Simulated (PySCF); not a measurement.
# Geometry relaxation, with input and output: CH₇OSi (charge +1)

The run: geometry relaxation of CH₇OSi, charge +1. Method and program: PBE0-D3(BJ)/def2-SVPD geometry optimisation, gas phase (PySCF 2.14.0).

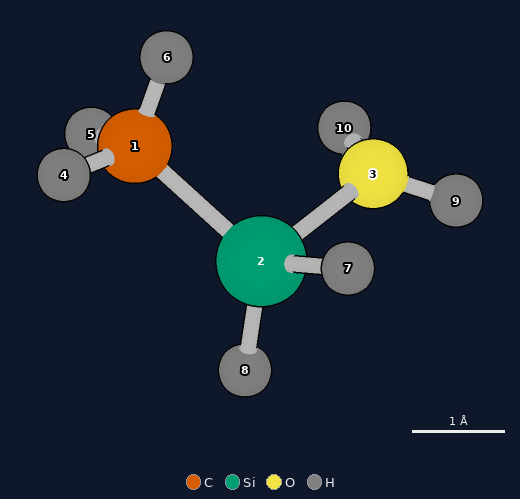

**Figure 1.** The input geometry (ball-and-stick view, seen at a tilt; atoms are numbered from 1 in the order of the input).

## Input file
```
{"job": {"xc": "PBE0", "basis": "def2-SVPD", "d3": "d3bj", "grid": 2, "kind": "geom"}, "charge": 1, "multiplicity": 1}
C     -1.404964    -0.119826     0.075019
Si     0.354981    -0.599794     0.519962
O      1.299733     0.776027    -0.490572
H     -2.119140    -0.736900     0.616928
H     -1.619230    -0.253098    -0.986221
H     -1.622905     0.917148     0.332955
H      0.917409    -0.194645     1.797163
H      0.936854    -1.773047    -0.115675
H      2.248604     0.931613    -0.378173
H      1.008658     1.052522    -1.371385
```

The first line tells a small driver script what to run in PySCF; the rest is the geometry in Å.

Command:
```bash
OMP_NUM_THREADS=1 python <driver script> task.json out
```

## The program's output
```
step   0  E = -406.36474514  max force = 0.022822
step   1  E = -406.35452939  max force = 0.059925
step   2  E = -406.36363303  max force = 0.029099
step   3  E = -406.36709737  max force = 0.007597
step   4  E = -406.36760873  max force = 0.002928
step   5  E = -406.36772535  max force = 0.000976
step   6  E = -406.36774954  max force = 0.000799
step   7  E = -406.36777126  max force = 0.000509
step   8  E = -406.36778505  max force = 0.000716
step   9  E = -406.36779713  max force = 0.000605
step  10  E = -406.36780463  max force = 0.000253
optimisation converged
```

## Trajectory as extended XYZ (Å, eV, eV/Å), 10 of the 11 frames kept, from step=0 to step=10
```
10
Properties=species:S:1:pos:R:3:forces:R:3 step=0 energy=-11057.74794
C    -1.4050   -0.1198    0.0750    0.7917  -0.1629   0.1963
Si    0.3550   -0.5998    0.5200   -0.6690   1.1736  -0.9987
O     1.2997    0.7760   -0.4906   -0.3048  -0.4387   0.3357
H    -2.1191   -0.7369    0.6169   -0.2456  -0.3226   0.2665
H    -1.6192   -0.2531   -0.9862    0.0681  -0.1541  -0.3534
H    -1.6229    0.9172    0.3330    0.0634   0.3285   0.1907
H     0.9174   -0.1946    1.7972    0.1071  -0.0175   0.5244
H     0.9368   -1.7731   -0.1157    0.1182  -0.4746  -0.0738
H     2.2486    0.9316   -0.3782    0.0248   0.0415  -0.0478
H     1.0087    1.0525   -1.3714    0.0461   0.0270  -0.0399
10
Properties=species:S:1:pos:R:3:forces:R:3 step=1 energy=-11057.46996
C    -0.7797   -0.8688    0.6960   -0.3458   0.5110  -0.5429
Si    0.7711   -0.0482    0.0816    0.0798  -3.0815   2.4867
O     0.1561    1.2321   -0.9011   -0.0880   1.8229  -1.2919
H    -0.6975   -1.6843    1.4247    0.4497   0.0034   0.0096
H    -1.3321   -1.2806   -0.1653   -0.1154  -0.0259   0.0516
H    -1.4029   -0.0883    1.1638   -0.0981  -0.0758   0.0092
H     1.4541    0.6338    1.1936    0.2982   0.4349  -0.2655
H     1.5826   -0.9482   -0.7569    0.2260   0.2904  -0.3118
H     0.7984    1.9169   -1.1675   -0.2889   0.1480  -0.1140
H    -0.5447    1.1386   -1.5679   -0.1174  -0.0275  -0.0309
10
Properties=species:S:1:pos:R:3:forces:R:3 step=2 energy=-11057.71768
C    -0.7998   -0.8755    0.6917   -0.3404   0.5103  -0.3341
Si    0.7819   -0.0904    0.1352   -0.0072  -1.4963   1.1516
O     0.1732    1.2585   -0.9052   -0.0414   0.7777  -0.7972
H    -0.7040   -1.6924    1.4183    0.3193  -0.0077   0.0178
H    -1.3465   -1.2839   -0.1755    0.0071  -0.0285   0.0435
H    -1.4330   -0.0999    1.1544   -0.0459  -0.0906   0.0433
H     1.5302    0.6435    1.1752    0.0697   0.2418  -0.1720
H     1.5959   -0.9780   -0.7216    0.1176   0.2652  -0.2357
H     0.7497    1.9807   -1.2167   -0.0240  -0.0742   0.1602
H    -0.5420    1.1406   -1.5549   -0.0548  -0.0977   0.1226
10
Properties=species:S:1:pos:R:3:forces:R:3 step=3 energy=-11057.81195
C    -0.8319   -0.8706    0.6898   -0.1672   0.1684   0.0282
Si    0.7689   -0.1232    0.1812   -0.0345  -0.3906   0.0811
O     0.1660    1.2644   -0.9040    0.1620   0.1265  -0.1450
H    -0.6669   -1.6868    1.4080    0.0367  -0.0477   0.0206
H    -1.3684   -1.2949   -0.1745    0.0713  -0.0417   0.0156
H    -1.4862   -0.1260    1.1715    0.0558  -0.0473   0.0394
H     1.5614    0.6882    1.1289   -0.0588   0.0405   0.0250
H     1.5981   -0.9317   -0.7428    0.0041   0.0707  -0.0260
H     0.8042    1.9370   -1.1941   -0.1562   0.0703  -0.0903
H    -0.5396    1.1467   -1.5629    0.0870   0.0509   0.0514
10
Properties=species:S:1:pos:R:3:forces:R:3 step=4 energy=-11057.82587
C    -0.8443   -0.8710    0.7020   -0.0682  -0.0118  -0.1065
Si    0.7596   -0.1508    0.1737    0.0864   0.1506   0.0519
O     0.2033    1.2751   -0.9304   -0.0657  -0.0697  -0.0987
H    -0.6441   -1.6862    1.4159   -0.0066  -0.0265   0.0024
H    -1.3876   -1.3071   -0.1503   -0.0174  -0.0514   0.0282
H    -1.4897   -0.1346    1.2038    0.0585   0.0078   0.0169
H     1.5149    0.6580    1.1541    0.0220   0.0021  -0.0102
H     1.6089   -0.9248   -0.7609   -0.0523  -0.0143   0.0236
H     0.7871    1.9923   -1.2222    0.0791   0.0045   0.0763
H    -0.5025    1.1522   -1.5846   -0.0360   0.0088   0.0161
10
Properties=species:S:1:pos:R:3:forces:R:3 step=6 energy=-11057.82970
C    -0.8461   -0.8762    0.6992   -0.0020   0.0068  -0.0117
Si    0.7551   -0.1415    0.1750   -0.0140   0.0118  -0.0010
O     0.2012    1.2756   -0.9370    0.0267  -0.0411  -0.0242
H    -0.6397   -1.6901    1.4140    0.0078  -0.0001   0.0018
H    -1.3924   -1.3228   -0.1456    0.0004   0.0038   0.0034
H    -1.4860   -0.1405    1.2077   -0.0021  -0.0046   0.0091
H     1.5166    0.6736    1.1454   -0.0036   0.0018  -0.0002
H     1.5956   -0.9282   -0.7542    0.0021  -0.0051   0.0006
H     0.8067    1.9829   -1.2100   -0.0122   0.0102   0.0150
H    -0.5054    1.1703   -1.5934   -0.0031   0.0166   0.0072
10
Properties=species:S:1:pos:R:3:forces:R:3 step=7 energy=-11057.83029
C    -0.8477   -0.8772    0.6985    0.0152   0.0025   0.0262
Si    0.7519   -0.1409    0.1728   -0.0204  -0.0120  -0.0133
O     0.2066    1.2729   -0.9447    0.0233  -0.0190  -0.0178
H    -0.6323   -1.6898    1.4130    0.0033   0.0025  -0.0019
H    -1.3974   -1.3285   -0.1410   -0.0031   0.0143  -0.0071
H    -1.4851   -0.1442    1.2140   -0.0125  -0.0067  -0.0035
H     1.5099    0.6773    1.1434    0.0016   0.0001   0.0002
H     1.5924   -0.9330   -0.7516    0.0094   0.0001   0.0040
H     0.8099    1.9872   -1.2033   -0.0145   0.0112   0.0081
H    -0.5026    1.1792   -1.6000   -0.0023   0.0070   0.0051
10
Properties=species:S:1:pos:R:3:forces:R:3 step=8 energy=-11057.83066
C    -0.8486   -0.8772    0.6987    0.0178  -0.0029   0.0368
Si    0.7501   -0.1414    0.1704   -0.0162  -0.0164  -0.0077
O     0.2113    1.2694   -0.9519    0.0147  -0.0046  -0.0163
H    -0.6269   -1.6896    1.4119   -0.0020   0.0011  -0.0056
H    -1.4012   -1.3297   -0.1380   -0.0047   0.0131  -0.0100
H    -1.4851   -0.1468    1.2191   -0.0109  -0.0035  -0.0092
H     1.5052    0.6788    1.1416    0.0058   0.0006  -0.0025
H     1.5923   -0.9380   -0.7486    0.0081   0.0025   0.0044
H     0.8090    1.9931   -1.1969   -0.0117   0.0094   0.0057
H    -0.5006    1.1845   -1.6051   -0.0009   0.0006   0.0044
10
Properties=species:S:1:pos:R:3:forces:R:3 step=9 energy=-11057.83099
C    -0.8490   -0.8765    0.6995    0.0123  -0.0056   0.0311
Si    0.7494   -0.1424    0.1687   -0.0020  -0.0140   0.0036
O     0.2162    1.2643   -0.9589    0.0007   0.0077  -0.0180
H    -0.6242   -1.6904    1.4101   -0.0066  -0.0013  -0.0073
H    -1.4038   -1.3270   -0.1370   -0.0030   0.0068  -0.0084
H    -1.4854   -0.1484    1.2229   -0.0040   0.0016  -0.0083
H     1.5039    0.6804    1.1382    0.0049   0.0009  -0.0024
H     1.5939   -0.9437   -0.7441    0.0030   0.0017   0.0018
H     0.8040    2.0005   -1.1896   -0.0042   0.0061   0.0061
H    -0.4995    1.1863   -1.6087   -0.0012  -0.0041   0.0019
10
Properties=species:S:1:pos:R:3:forces:R:3 step=10 energy=-11057.83120
C    -0.8486   -0.8756    0.7006    0.0029  -0.0053   0.0130
Si    0.7503   -0.1437    0.1683    0.0088  -0.0072   0.0114
O     0.2190    1.2596   -0.9641   -0.0061   0.0081  -0.0122
H    -0.6253   -1.6923    1.4080   -0.0068  -0.0023  -0.0056
H    -1.4045   -1.3215   -0.1378   -0.0009   0.0009  -0.0036
H    -1.4849   -0.1481    1.2250    0.0027   0.0042  -0.0033
H     1.5055    0.6815    1.1354    0.0018   0.0024  -0.0027
H     1.5964   -0.9481   -0.7401   -0.0026   0.0003  -0.0013
H     0.7972    2.0067   -1.1831   -0.0006   0.0028   0.0047
H    -0.4996    1.1845   -1.6110    0.0009  -0.0039  -0.0004
```

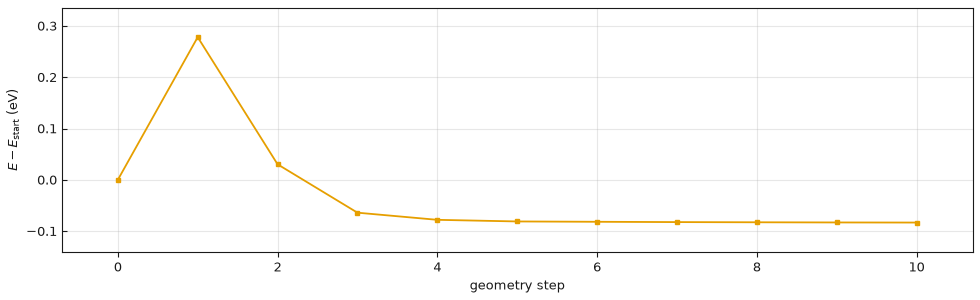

**Figure 2.** Progress of the relaxation, step by step (steps are counted from 0).

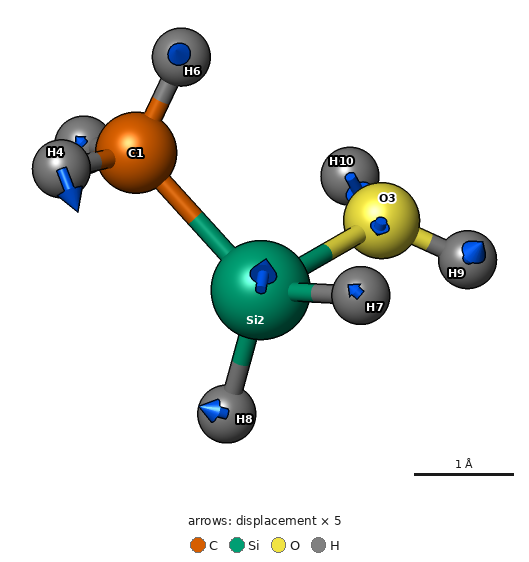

**Figure 3.** The starting structure with the displacements as blue arrows, magnified 5 times (ball-and-stick view, seen at a tilt). The two geometries are laid on each other by the best rigid fit. After 10 geometry steps the energy has fallen by 0.083 eV. The largest force component goes from 1.2 to 0.013 eV/Å. The largest moves after the best rigid fit, 0.098 Å, are those of H4 and H10. Largest moves by element: H 0.098 Å, Si 0.093 Å, O 0.043 Å, C 0.014 Å. Distances before and after: Si2–O3 1.951 → 1.880 Å, C1–Si2 1.878 → 1.837 Å, Si2–H7 1.453 → 1.479 Å, Si2–H8 1.456 → 1.479 Å. Among the angles that change: C1–Si2–O3 98.7° → 103.1°, O3–Si2–H7 94.1° → 97.0°, Si2–C1–H4 110.6° → 107.7°. (Atoms are counted from 1 in the order of the input.)

## Summary

- outcome: converged
- total energy: −406.367805 hartree
- point group: C1
- hardware: 1 CPU thread, shared host
- wall time: 94 s
- peak memory: 0.55 GiB
